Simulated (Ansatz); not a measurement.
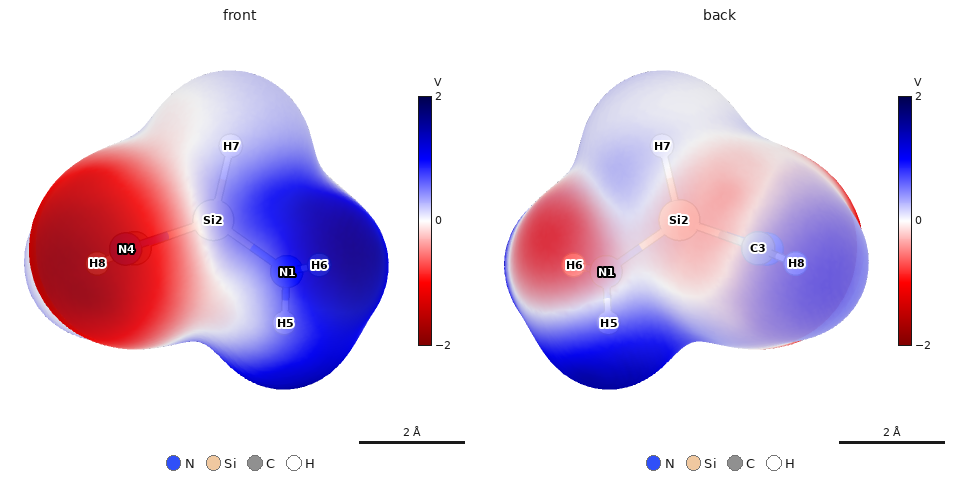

*CH$_{4}$N$_{2}$Si. The molecular electrostatic potential painted on the density surface at 0.001 e/bohr³, seen from the front and from behind; the colour scale runs from red (negative) to blue (positive).*

Computed with RKS PBE-D4/def2-SVP in Ansatz.

```xyz
8

N    -0.6107    1.3855   -0.1012
Si    0.4847    0.0989    0.2477
C     0.0277   -1.6318    0.1946
N     0.7319   -1.3488   -0.8584
H    -1.5430    1.1712   -0.4620
H    -0.2520    2.2557   -0.5023
H     1.6929    0.6149    0.9470
H    -0.4395   -2.6027    0.4788
```

Q: Where is the surface potential most negative and most positive?

A: The most negative region (about −1.7 V, or −39 kcal/mol for a unit charge) lies over N4, the most positive (about +1.5 V, or +35 kcal/mol for a unit charge) over H5 and H6. N4 is the likeliest acceptor of a hydrogen bond.
